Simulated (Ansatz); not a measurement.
The end point of a relaxation of BeS. Method: r2SCAN (plane waves to 500 eV, PAW, scalar-relativistic; Ansatz, a program for electronic structure).

F-43m (No. 216), cF8, zinc blende type; a = 4.8686 Å, b = 4.8686 Å, c = 4.8686 Å, α = 90.00°, β = 90.00°, γ = 90.00°.

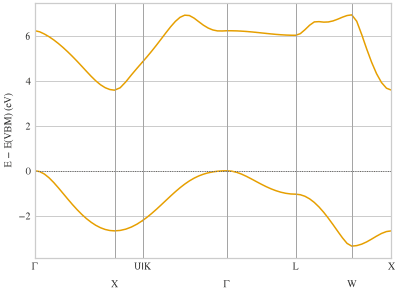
Figure. Highest filled and lowest empty band along the path of this cell's Brillouin zone

Question: Read off the gap and say whether it is direct.

Answer: 3.59 eV, indirect (valence top at Γ, conduction bottom at X) (no spin-orbit coupling).

Question: How far does the top valence band disperse along this path?

Answer: About 3.4 eV.

No spin polarisation in the result.

The run could not lose the symmetry of its start.
